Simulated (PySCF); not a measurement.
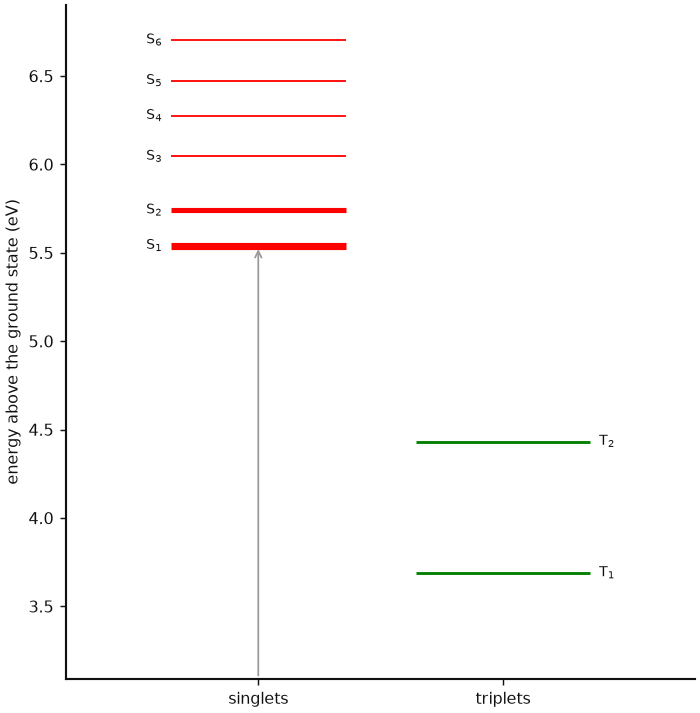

State diagram of C₄H₆SSi, SMILES [SiH3]c1cccs1. Vertical TDDFT excitations, PBE0/def2-SVPD with PySCF 2.14.0, at a GFN2-xTB geometry (no frequency check), gas phase. Triplets in the Tamm-Dancoff approximation; only the lowest 6 singlets and 2 triplets were computed. Thicker singlet lines are brighter; the arrow marks the brightest. S0, at zero, lies below the range drawn.

How many of the triplet levels drawn lie below S1?

Answer. 2 of 2 (T1 3.69 eV, T2 4.43 eV; S1 5.54 eV).

What is the vertical gap between S1 and T1?

Answer. 1.85 eV: S1 at 5.54 eV, T1 at 3.69 eV.

What are the energy, strength and character of the state that the arrow marks?

Answer. S1 at 5.54 eV (224 nm), f = 0.154, mainly HOMO → LUMO (87 %).

Caveats: the tight-binding geometry is rougher than a DFT one and adds to the error; core orbitals are frozen in the response.
